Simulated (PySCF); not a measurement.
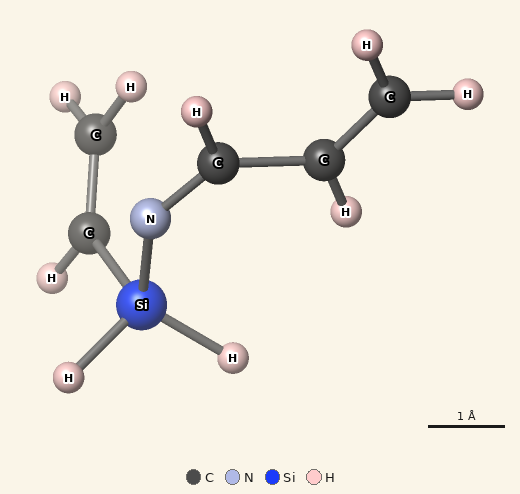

**Figure 1.** The structure as given in the input (ball-and-stick view, seen at a tilt). Bond lengths as drawn: C–C 1.32 to 1.45 Å, C–H 1.08 to 1.09 Å, C–N 1.26 Å, C–Si 1.89 Å, H–Si 1.46 to 1.48 Å and N–Si 1.71 Å.

# NMR shielding calculation, with input and output: C5H9NSi

- system: C5H9NSi
- method: GIAO OPBE/pcSseg-1 NMR shielding, non-relativistic, gas phase (PySCF 2.14.0)

The geometry comes from this level: GFN2-xTB. It belongs to a series of runs on one base structure; here: OPBE/pcSseg-1; aux def2-universal-jkfit; damp 0.3. Figures and captions count atoms from 1; the log counts them from 0 in places.

## Input file
```
{"job": {"kind": "nmr", "xc": "OPBE", "basis": "pcSseg-1", "pop": true, "scf": {"aux": "def2-universal-jkfit", "damp": 0.3}}, "charge": 0, "multiplicity": 1}
C     -3.067477     0.531548    -0.249314
C     -1.881277     0.089365     0.154323
C     -1.063524    -0.807263    -0.645257
N      0.078099    -1.250490    -0.361186
Si     1.218968    -1.029669     0.898889
C      2.444315     0.252946     0.259848
C      2.196166     1.141703    -0.686579
H     -3.484233     0.233024    -1.198287
H     -3.663497     1.204796     0.343647
H     -1.457329     0.392248     1.101977
H     -1.505098    -1.120722    -1.595679
H      1.832319    -2.353043     1.009578
H      0.758075    -0.577447     2.225678
H      3.420509     0.255054     0.729379
H      2.924968     1.868764    -1.015188
H      1.241419     1.178130    -1.188001
```

The first line tells a small driver script what to run in PySCF; the rest is the geometry in Å.

Command:
```bash
OMP_NUM_THREADS=1 python <driver script> task.json out
```

## What the program printed
```
damping 0.30 in the first 6 cycles
final grid: 127312 points
cycle   1  E = -539.8387668685  dE =  5.960e-01  |g| = 5.933e-01  |ddm| = 3.704e+00
cycle   2  E = -539.8353640882  dE =  3.403e-03  |g| = 6.292e-01  |ddm| = 1.287e+00
cycle   3  E = -539.7288554935  dE =  1.065e-01  |g| = 9.205e-01  |ddm| = 1.457e+00
cycle   4  E = -539.2674908282  dE =  4.614e-01  |g| = 1.525e+00  |ddm| = 2.831e+00
cycle   5  E = -538.6510391331  dE =  6.165e-01  |g| = 2.240e+00  |ddm| = 3.664e+00
cycle   6  E = -525.2943247472  dE =  1.336e+01  |g| = 5.126e+00  |ddm| = 1.239e+01
cycle   7  E = -456.9453790232  dE =  6.835e+01  |g| = 1.645e+01  |ddm| = 2.218e+01
cycle   8  E = -498.1087208514  dE = -4.116e+01  |g| = 9.465e+00  |ddm| = 1.560e+01
cycle   9  E = -527.1449304136  dE = -2.904e+01  |g| = 5.408e+00  |ddm| = 1.096e+01
cycle  10  E = -538.5296586435  dE = -1.138e+01  |g| = 2.234e+00  |ddm| = 5.828e+00
cycle  11  E = -539.3072784559  dE = -7.776e-01  |g| = 1.453e+00  |ddm| = 2.985e+00
cycle  12  E = -539.8368562254  dE = -5.296e-01  |g| = 6.380e-01  |ddm| = 2.005e+00
cycle  13  E = -539.9062817075  dE = -6.943e-02  |g| = 3.311e-01  |ddm| = 6.837e-01
cycle  14  E = -539.9327450219  dE = -2.646e-02  |g| = 9.129e-02  |ddm| = 3.306e-01
cycle  15  E = -539.9341797428  dE = -1.435e-03  |g| = 5.094e-02  |ddm| = 1.087e-01
cycle  16  E = -539.9348710777  dE = -6.913e-04  |g| = 1.524e-02  |ddm| = 4.958e-02
cycle  17  E = -539.9349280131  dE = -5.694e-05  |g| = 4.813e-03  |ddm| = 1.605e-02
cycle  18  E = -539.9349343267  dE = -6.314e-06  |g| = 1.097e-03  |ddm| = 5.095e-03
cycle  19  E = -539.9349346415  dE = -3.148e-07  |g| = 2.776e-04  |ddm| = 1.322e-03
cycle  20  E = -539.9349346650  dE = -2.351e-08  |g| = 7.626e-05  |ddm| = 4.371e-04
cycle  21  E = -539.9349346661  dE = -1.133e-09  |g| = 4.664e-05  |ddm| = 1.407e-04
cycle  22  E = -539.9349346667  dE = -6.187e-10  |g| = 1.110e-05  |ddm| = 5.296e-05
converged SCF energy = -539.9349346667

GIAO shielding tensors (ppm)
atom      isotropic    diamagn.    paramagn.     s11        s22        s33       span
  0 C       57.092     252.793    -195.702    -50.991     52.065    170.201    221.192
  1 C       53.064     259.079    -206.014    -50.267     58.734    150.726    200.994
  2 C       16.844     250.303    -233.459    -66.658      6.382    110.808    177.465
  3 N      -96.718     330.513    -427.232   -449.755   -112.952    272.552    722.306
  4 Si     414.007     884.197    -470.190    378.197    403.682    460.142     81.945
  5 C       56.978     261.327    -204.349    -48.580     45.345    174.170    222.750
  6 C       53.362     255.840    -202.477    -62.361     50.375    172.073    234.435
  7 H       25.644      30.398      -4.754     22.126     25.844     28.961      6.834
  8 H       25.355      29.101      -3.747     22.401     25.584     28.080      5.679
  9 H       25.236      34.769      -9.533     21.294     24.108     30.306      9.013
 10 H       22.438      31.279      -8.841     20.903     22.509     23.902      2.999
 11 H       26.025      29.565      -3.540     23.183     24.707     30.186      7.003
 12 H       25.805      30.820      -5.015     22.719     24.648     30.049      7.330
 13 H       25.214      29.162      -3.948     23.640     25.324     26.679      3.038
 14 H       25.112      28.898      -3.785     22.419     24.896     28.023      5.604
 15 H       25.895      35.026      -9.130     23.502     24.794     29.390      5.889
```

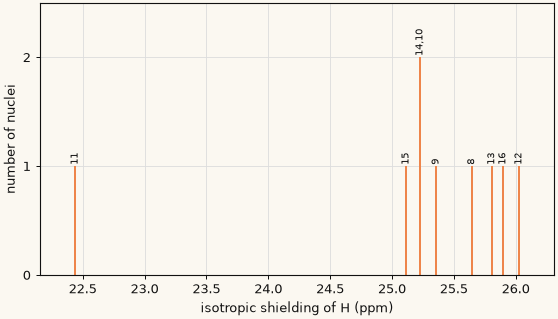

**Figure 2.** Isotropic shieldings of the hydrogen nuclei in this fixed geometry, labelled by atom number; shielding grows to the right, so chemical shift grows to the left. The least shielded is H11 (22.4 ppm), the most shielded H12 (26.0 ppm).

## Key numbers

```tsv
quantity	value
outcome	converged
total energy	−539.934935 hartree
HOMO	−5.44 eV
LUMO	−2.57 eV
dipole moment	2.25 D
isotropic shielding, C	16.8 to 57.1 ppm
isotropic shielding, N	−96.7 ppm
isotropic shielding, Si	414.0 ppm
isotropic shielding, H	22.4 to 26.0 ppm
hardware	1 CPU thread, shared host
wall time	53 s
peak memory	0.57 GiB
```

## Remarks

Settings chosen away from the usual ones: OPBE/pcSseg-1; aux def2-universal-jkfit; damp 0.3.
